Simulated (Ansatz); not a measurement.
# CH₉GeNSi: shape, modes and thermochemistry

What shape does CH₉GeNSi take? The plan is to relax it, check the end point by its vibrations and derive ideal-gas thermochemistry.

The runs use Ansatz 0.2.0, Gaussian basis; RKS PBE0-D4/def2-TZVP.

Plan: relaxation at PBE-D4/def2-SVP; relaxation at PBE0-D4/def2-TZVP; harmonic vibrations at the same level.

1 further run of the same task is left out (set aside as unsound or not needed).

## (1) Starting geometry

13 atoms, charge 0, spin multiplicity 1.

Atoms are counted from 1 here; the program's logs count them from 0.

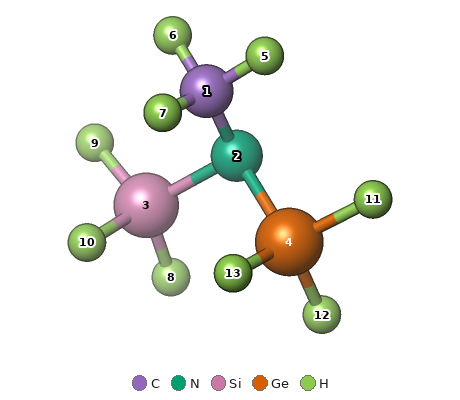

As it starts; carbon purple, nitrogen teal, silicon pink, germanium orange, hydrogen green; atoms are numbered from 1 in the order of the file.

Geometry (Å):

```xyz
13
CH9GeNSi
C    -0.4914    1.1813   -0.7194
N    -0.6455    0.1021    0.2033
Si    0.5691    0.2803    1.4782
Ge   -0.1918   -1.4721   -0.7169
H    -1.2994    1.1098   -1.5505
H    -0.7521    2.1982   -0.2067
H     0.4960    1.2841   -1.1952
H     0.5516   -0.8417    2.4134
H     0.3708    1.5420    2.2787
H     1.9466    0.3188    0.9149
H    -1.3102   -1.6779   -1.8301
H    -0.3328   -2.6735    0.2828
H     1.1096   -1.3861   -1.3376
```

The start is a force-field geometry with small random shifts, so a cheaper pass at PBE-D4/def2-SVP comes first.

## (2) Geometry optimisation, PBE-D4/def2-SVP (cheap first pass)

The input, in.yaml:

```yaml
crystal:
  periodic: [false, false, false]
  atoms:
    - {symbol: C, position_ang: [-0.491400, 1.181300, -0.719400]}
    - {symbol: N, position_ang: [-0.645500, 0.102100, 0.203300]}
    - {symbol: Si, position_ang: [0.569100, 0.280300, 1.478200]}
    - {symbol: Ge, position_ang: [-0.191800, -1.472100, -0.716900]}
    - {symbol: H, position_ang: [-1.299400, 1.109800, -1.550500]}
    - {symbol: H, position_ang: [-0.752100, 2.198200, -0.206700]}
    - {symbol: H, position_ang: [0.496000, 1.284100, -1.195200]}
    - {symbol: H, position_ang: [0.551600, -0.841700, 2.413400]}
    - {symbol: H, position_ang: [0.370800, 1.542000, 2.278700]}
    - {symbol: H, position_ang: [1.946600, 0.318800, 0.914900]}
    - {symbol: H, position_ang: [-1.310200, -1.677900, -1.830100]}
    - {symbol: H, position_ang: [-0.332800, -2.673500, 0.282800]}
    - {symbol: H, position_ang: [1.109600, -1.386100, -1.337600]}
basis:
  gaussian: {orbitals: def2-SVP}
hamiltonian: {xc: pbe, dispersion: d4}
relax: {f_tol: 0.03, max_steps: 200}
```

Launch:

```
> ansatz run in.yaml --threads 4 --pin off --events-out ev --progress --plain --max-ram 10444MiB
```

The program printed, cut to the lines that bear on the results:

```text
Functional definition: PBE
  name "PBE"
  cite "Perdew, Burke & Ernzerhof, Phys. Rev. Lett. 77, 3865 (1996) doi:10.1103/PhysRevLett.77.3865"
  parent pbe
[...]
1399 factors; their error is unknown
[...]
mean field -67040.98305390 eV, -2463.7106852204 hartree, gradient 1.4e-5 eV, S^2 0.000000; 0 other end points of the search recorded, 0 dependent functions left out
[...]
reference -67040.98309302 eV, -2463.7106866580 hartree; 34, 34 occupied and 89, 89 virtual orbitals, 1399 factors
relax step   1: F+E_penalty+E_count = -67041.29096068 eV  Δ(F+E_penalty+E_count) = +0.000e0 eV  max|allowed force component| = 3.058e0 eV/Å  Δτ_max = 0.0000 Å  (28 SCF iters, accepted)
[...]
relax step   7: F+E_penalty+E_count = -67041.88139795 eV  Δ(F+E_penalty+E_count) = -6.202e-3 eV  max|allowed force component| = 4.920e-2 eV/Å  Δτ_max = 0.0567 Å  (29 SCF iters, accepted)
[...]
relax step   8: F+E_penalty+E_count = -67041.88190135 eV  Δ(F+E_penalty+E_count) = -5.034e-4 eV  max|allowed force component| = 1.915e-2 eV/Å  Δτ_max = 0.0261 Å  (30 SCF iters, accepted)
1399 factors; their error is unknown
mean field -67041.58769491 eV, -2463.7329053676 hartree, gradient 2.1e-5 eV, S^2 0.000000; 1 other end points of the search recorded, 0 dependent functions left out
[...]
reference -67041.58773568 eV, -2463.7329068659 hartree; 34, 34 occupied and 89, 89 virtual orbitals, 1399 factors
Total energy: -67041.88194212 eV, -2463.7437187532 hartree
Atom 0 at    -0.395300     1.248259    -0.813925 Å, force     0.002625     0.002668    -0.007345 eV/Å
Atom 1 at    -0.147395     0.084549     0.036732 Å, force     0.007384     0.001325     0.019152 eV/Å
Atom 2 at     0.636781     0.329922     1.585439 Å, force    -0.000196    -0.004068    -0.005702 eV/Å
Atom 3 at    -0.268325    -1.581667    -0.786323 Å, force     0.001254    -0.007589     0.002279 eV/Å
Atom 4 at    -1.275875     1.080975    -1.473045 Å, force    -0.003051     0.007673    -0.006435 eV/Å
Atom 5 at    -0.623901     2.145233    -0.196964 Å, force    -0.000330    -0.006332     0.001053 eV/Å
Atom 6 at     0.465446     1.514927    -1.473472 Å, force    -0.000900     0.000309    -0.001294 eV/Å
Atom 7 at     0.566812    -0.961454     2.351400 Å, force     0.001295     0.002087     0.000094 eV/Å
Atom 8 at    -0.081560     1.428599     2.328634 Å, force    -0.003799     0.000168     0.000123 eV/Å
Atom 9 at     2.089513     0.745657     1.492163 Å, force    -0.001670    -0.000068     0.001424 eV/Å
Atom 10 at    -1.619322    -1.607712    -1.554302 Å, force     0.000445     0.000650     0.002022 eV/Å
Atom 11 at    -0.215560    -2.656362     0.325938 Å, force     0.002292     0.003511    -0.005785 eV/Å
Atom 12 at     0.889186    -1.805626    -1.807376 Å, force    -0.005348    -0.000335     0.000415 eV/Å
Dipole moment:    -0.055914     0.026471    -0.156773 e Å
```

Wall time 73 s (4 threads of AMD EPYC, shared host).

Relaxation path:

```tsv
step	energy from step 1 (eV)	largest force component (eV/Å)
1	0.0000	3.0575
2	-0.4228	0.7385
3	-0.5215	0.3587
4	-0.5587	0.2772
5	-0.5669	0.3570
6	-0.5842	0.1864
7	-0.5904	0.0492
8	-0.5909	0.0192
```

Distances of close pairs at the start and the end, largest changes first:

```tsv
bond	before (Å)	after (Å)	change (Å)
Ge4–H13	1.444	1.560	+0.115
C1–H6	1.168	1.112	-0.056
C1–H5	1.161	1.113	-0.049
Si3–H8	1.461	1.503	+0.042
Ge4–H11	1.591	1.554	-0.037
C1–N2	1.428	1.463	+0.034
Si3–H10	1.489	1.514	+0.025
Ge4–H12	1.569	1.548	-0.022
```

## (3) Relaxation at PBE0-D4/def2-TZVP

The input, in.yaml:

```yaml
crystal:
  periodic: [false, false, false]
  atoms:
    - {symbol: C, position_ang: [-0.395300, 1.248259, -0.813925]}
    - {symbol: N, position_ang: [-0.147395, 0.084549, 0.036732]}
    - {symbol: Si, position_ang: [0.636781, 0.329922, 1.585439]}
    - {symbol: Ge, position_ang: [-0.268325, -1.581667, -0.786323]}
    - {symbol: H, position_ang: [-1.275875, 1.080975, -1.473045]}
    - {symbol: H, position_ang: [-0.623901, 2.145233, -0.196964]}
    - {symbol: H, position_ang: [0.465446, 1.514927, -1.473472]}
    - {symbol: H, position_ang: [0.566812, -0.961454, 2.351400]}
    - {symbol: H, position_ang: [-0.081560, 1.428599, 2.328634]}
    - {symbol: H, position_ang: [2.089513, 0.745657, 1.492163]}
    - {symbol: H, position_ang: [-1.619322, -1.607712, -1.554302]}
    - {symbol: H, position_ang: [-0.215560, -2.656362, 0.325938]}
    - {symbol: H, position_ang: [0.889186, -1.805626, -1.807376]}
basis:
  gaussian: {orbitals: def2-TZVP}
hamiltonian: {xc: pbe0, dispersion: d4}
relax: {f_tol: 0.005, max_steps: 150}
```

Same command.

The program printed, cut to the lines that bear on the results:

```text
Functional definition: PBE0
  name "PBE0"
  cite "Adamo & Barone, J. Chem. Phys. 110, 6158 (1999) doi:10.1063/1.478522"
  cite "Perdew, Burke & Ernzerhof, Phys. Rev. Lett. 77, 3865 (1996) doi:10.1103/PhysRevLett.77.3865"
  parent pbe
[...]
1400 factors; their error is unknown
[...]
mean field -67057.29104894 eV, -2464.3099929841 hartree, gradient 2.2e-5 eV, S^2 0.000000; 0 other end points of the search recorded, 0 dependent functions left out
[...]
reference -67057.29108614 eV, -2464.3099943514 hartree; 34, 34 occupied and 167, 167 virtual orbitals, 1400 factors
relax step   1: F+E_penalty+E_count = -67057.54098387 eV  Δ(F+E_penalty+E_count) = +0.000e0 eV  max|allowed force component| = 4.617e-1 eV/Å  Δτ_max = 0.0000 Å  (27 SCF iters, accepted)
[...]
Atom 3 at    -0.275831    -1.566778    -0.776597 Å, force     0.000222    -0.001814    -0.000743 eV/Å
Atom 4 at    -1.241134     1.090527    -1.439502 Å, force    -0.000348    -0.000087     0.000046 eV/Å
Atom 5 at    -0.529546     2.128353    -0.210551 Å, force     0.000215    -0.000198    -0.000026 eV/Å
Atom 6 at     0.492604     1.449524    -1.483765 Å, force    -0.000297    -0.000243     0.000077 eV/Å
Atom 7 at     0.570604    -0.952657     2.321663 Å, force    -0.000136     0.000128     0.000145 eV/Å
Atom 8 at    -0.159936     1.380546     2.311864 Å, force     0.000083    -0.000163     0.000040 eV/Å
Atom 9 at     2.018266     0.800651     1.506475 Å, force    -0.000098    -0.000416     0.000087 eV/Å
Atom 10 at    -1.658528    -1.614942    -1.454336 Å, force     0.001651     0.000073     0.000759 eV/Å
Atom 11 at    -0.135497    -2.646224     0.303154 Å, force    -0.000082     0.001147    -0.001076 eV/Å
Atom 12 at     0.809007    -1.745285    -1.860728 Å, force    -0.001560     0.000333     0.001152 eV/Å
Dipole moment:    -0.061287     0.025560    -0.175918 e Å
```

Run time: 3 min. Hardware: 4 threads of AMD EPYC, shared host; peak memory 0.63 GiB.

Along the way:

```tsv
step	energy from step 1 (eV)	largest force component (eV/Å)
1	0.0000	0.4617
2	-0.0466	0.3407
3	-0.0530	0.0550
4	-0.0533	0.0168
5	-0.0535	0.0400
6	-0.0538	0.0536
7	-0.0541	0.0337
8	-0.0542	0.0133
9	-0.0542	0.0061
10	-0.0542	0.0106
11	-0.0542	0.0022
```

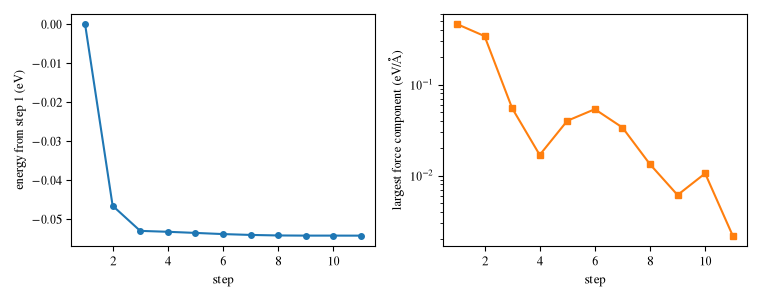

Energy and largest force along the relaxation.

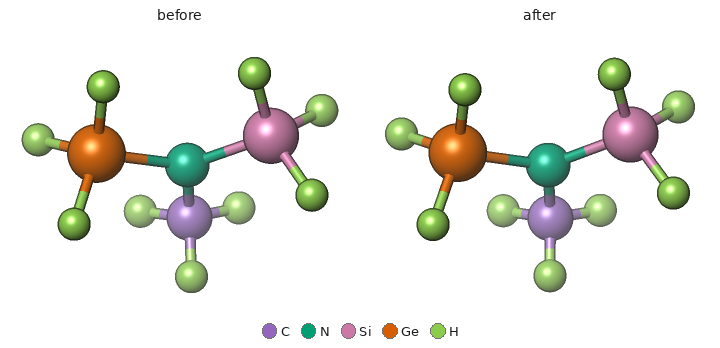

The geometry before (left) and after (right).

Close pairs (by a distance rule), those that changed most:

```tsv
bond	before (Å)	after (Å)	change (Å)
N2–Si3	1.753	1.718	-0.035
N2–Ge4	1.862	1.840	-0.022
Si3–H10	1.514	1.494	-0.020
C1–H7	1.117	1.098	-0.019
Si3–H9	1.508	1.490	-0.018
Si3–H8	1.503	1.485	-0.018
C1–H6	1.112	1.095	-0.017
C1–H5	1.113	1.096	-0.017
```

Mulliken charges at the end point, from the run's report:

C1 -0.31; N2 -0.33; Si3 0.21; Ge4 0.14; H5 0.13; H6 0.13; H7 0.13; H8 -0.03; H9 -0.04; H10 -0.05; H11 0.00; H12 0.02; H13 -0.01

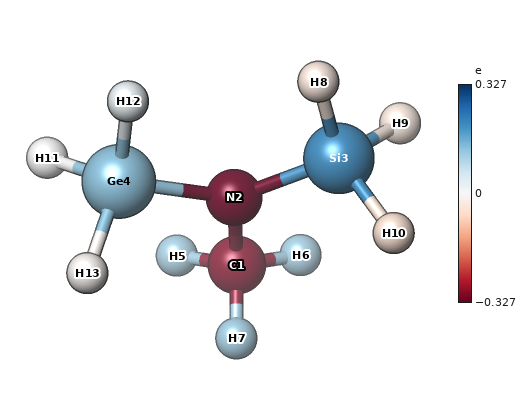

Mulliken charges at the end point, from the run's report, as colours on the atoms.

## (4) Harmonic vibrations

The input, in.yaml:

```yaml
crystal:
  periodic: [false, false, false]
  atoms:
    - {symbol: C, position_ang: [-0.351677, 1.233404, -0.816074]}
    - {symbol: N, position_ang: [-0.119223, 0.076627, 0.037090]}
    - {symbol: Si, position_ang: [0.601392, 0.331553, 1.576206]}
    - {symbol: Ge, position_ang: [-0.275831, -1.566778, -0.776597]}
    - {symbol: H, position_ang: [-1.241134, 1.090527, -1.439502]}
    - {symbol: H, position_ang: [-0.529546, 2.128353, -0.210551]}
    - {symbol: H, position_ang: [0.492604, 1.449524, -1.483765]}
    - {symbol: H, position_ang: [0.570604, -0.952657, 2.321663]}
    - {symbol: H, position_ang: [-0.159936, 1.380546, 2.311864]}
    - {symbol: H, position_ang: [2.018266, 0.800651, 1.506475]}
    - {symbol: H, position_ang: [-1.658528, -1.614942, -1.454336]}
    - {symbol: H, position_ang: [-0.135497, -2.646224, 0.303154]}
    - {symbol: H, position_ang: [0.809007, -1.745285, -1.860728]}
basis:
  gaussian: {orbitals: def2-TZVP}
hamiltonian: {xc: pbe0, dispersion: d4}
phonons: {temperatures: {t_min: 298.15, t_max: 900, t_step: 200}}
```

The command is unchanged.

The program printed, cut to the lines that bear on the results:

```text
Functional definition: PBE0
  name "PBE0"
  cite "Adamo & Barone, J. Chem. Phys. 110, 6158 (1999) doi:10.1063/1.478522"
  cite "Perdew, Burke & Ernzerhof, Phys. Rev. Lett. 77, 3865 (1996) doi:10.1103/PhysRevLett.77.3865"
  parent pbe
[...]
1400 factors; their error is unknown
[...]
mean field -67057.34291727 eV, -2464.3118991102 hartree, gradient 1.7e-5 eV, S^2 0.000000; 0 other end points of the search recorded, 0 dependent functions left out
[...]
reference -67057.34295394 eV, -2464.3119004579 hartree; 34, 34 occupied and 167, 167 virtual orbitals, 1400 factors
[...]
1400 factors; their error is unknown
mean field -67057.34274398 eV, -2464.3118927417 hartree, gradient 1.4e-6 eV, S^2 0.000000; 0 other end points of the search recorded, 0 dependent functions left out
[...]
reference -67057.34278065 eV, -2464.3118940894 hartree; 34, 34 occupied and 167, 167 virtual orbitals, 1400 factors
[...]
Atom 6 at     0.492604     1.449524    -1.483765 Å, force    -0.000273    -0.000273     0.000133 eV/Å
Atom 7 at     0.570604    -0.952657     2.321663 Å, force    -0.000142     0.000126     0.000140 eV/Å
Atom 8 at    -0.159936     1.380546     2.311864 Å, force     0.000091    -0.000167     0.000052 eV/Å
Atom 9 at     2.018266     0.800651     1.506475 Å, force    -0.000099    -0.000421     0.000092 eV/Å
Atom 10 at    -1.658528    -1.614942    -1.454336 Å, force     0.001632     0.000048     0.000770 eV/Å
Atom 11 at    -0.135497    -2.646224     0.303154 Å, force    -0.000073     0.001141    -0.001085 eV/Å
Atom 12 at     0.809007    -1.745285    -1.860728 Å, force    -0.001555     0.000334     0.001153 eV/Å
Dipole moment:    -0.061288     0.025559    -0.175919 e Å
Vibrations: 84.38 98.73 136.02 169.81 191.62 244.22 481.84 596.07 624.19 698.41 724.02 833.08 861.12 886.11 920.10 939.79 960.65 984.89 1135.24 1147.74 1215.87 1460.13 1487.11 1503.91 2119.88 2140.19 2176.24 2180.54 2201.92 2234.71 3000.08 3057.36 3083.85 cm⁻¹, zero-point energy 2.515628 eV
```

It took 9.5 min on 4 threads of AMD EPYC, shared host; peak memory 0.63 GiB.

Motions are named by where the mode's potential energy lies. Wavenumbers, unscaled:

```tsv
mode	cm⁻¹	motion
1	84	torsion
2	99	torsion
3	136	torsion
4	170	torsion
5	192	bend
6	244	bend
7	482	Ge–N and Si–N stretch
8	596	bend
9	624	bend
10	698	bend
11	724	bend
12	833	bend
13	861	bend with torsion
14	886	bend with torsion
15	920	bend with torsion
16	940	bend with Si–N stretch
17	961	bend
18	985	bend
19	1135	bend with C–N stretch
20	1148	C–N stretch with bend
21	1216	bend
22	1460	bend
23	1487	bend
24	1504	bend
25	2120	Ge–H stretch
26	2140	Ge–H stretch
27	2176	Si–H stretch
28	2181	Ge–H stretch
29	2202	Si–H stretch
30	2235	Si–H stretch
31	3000	C–H stretch
32	3057	C–H stretch
33	3084	C–H stretch
```

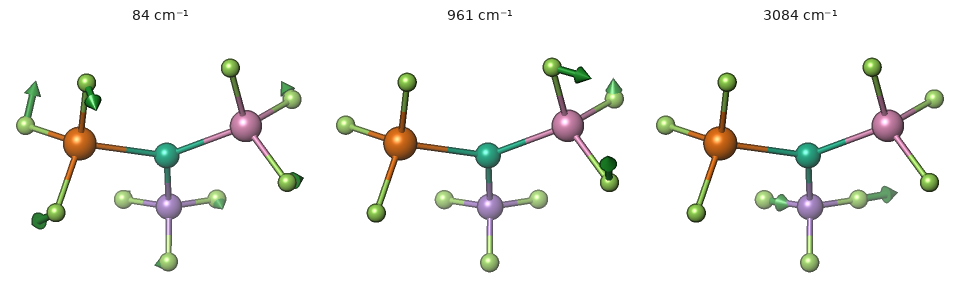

Displacements of 3 modes, as arrows.

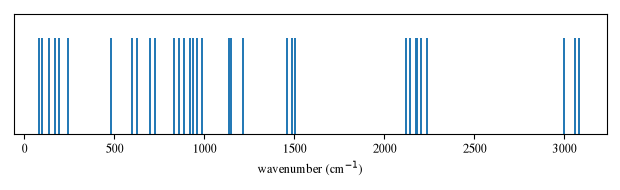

The harmonic wavenumbers as sticks (no intensities were computed).

From these modes and the moments of inertia (298.15 K, 1 bar, symmetry number 1):

```tsv
term	value
zero-point energy	58.0 kcal/mol
H(298) − E	63.6 kcal/mol
entropy, translation	170.1 J/(mol K)
entropy, rotation	114.2 J/(mol K)
entropy, vibration	83.0 J/(mol K)
entropy, total	367.3 J/(mol K)
```

## (5) Outcome

```
                  quantity            value
               point group               C1
                     steps           8 + 11
shift from the start (rms)          0.418 Å
              total energy   -67057.5953 eV
           dispersion term         -252 meV
             dipole moment           0.90 D
lowest, highest wavenumber    84, 3084 cm⁻¹
         zero-point energy    58.0 kcal/mol
       entropy at 298.15 K  367.3 J/(mol K)
```

In words: The relaxed geometry lies 0.42 Å (rms) from the start; the bond that changed most is Ge4–H13, from 1.444 to 1.544 Å. No mode is imaginary: a true minimum at this level. The stiffest mode, 3084 cm⁻¹, is a C–H stretch, and 5 modes under 200 cm⁻¹ make the vibrational entropy uncertain. Harmonic hybrid wavenumbers usually lie a few per cent above measured fundamentals. The largest Mulliken charge, -0.33 e, sits on N2.
